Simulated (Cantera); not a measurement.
A closed system holds: 1 mol SO2, a varied amount of O2, 24 mol N2, at 477 °C and 240 Pa.

Method: chemical equilibrium by Gibbs-energy minimisation in Cantera with the NASA 1993 tables (ideal gas, pure condensed phases). Candidate condensed phases: S; 17 gas species. Kinetics and transport are ignored.

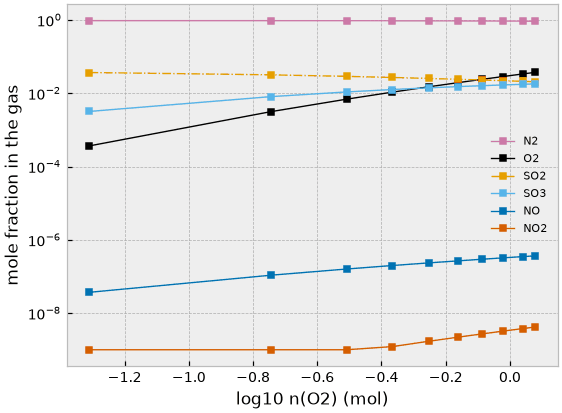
*Equilibrium gas composition (values under 1e-9 drawn at 1e-9)*

Read off the mole fractions at 0.31 mol O2.

N2 about 0.95, SO2 about 0.029, SO3 about 0.011, O2 about 0.0069, NO about 1.6e-7.
